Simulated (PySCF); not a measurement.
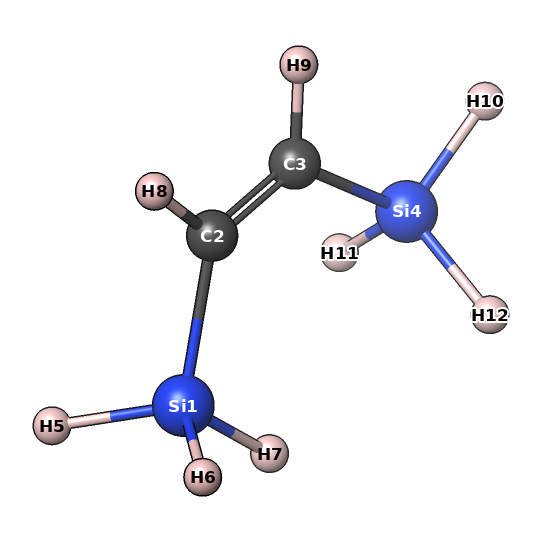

Depth is shown by fading: the farther an atom, the more it takes the colour of the background. The computed structure is the end point of a PBE0-D3(BJ)/def2-SVP optimisation. No frequency run is at hand to confirm it as a minimum.

Question: Find the stereocentres and stereogenic double bonds.

Answer: Double bonds: C2=C3.

Question: What are the Cahn–Ingold–Prelog descriptors?

Answer: C2=C3: Z.

Question: Give a SMILES with the stereochemistry.

Answer: [SiH3]/C=C\[SiH3]
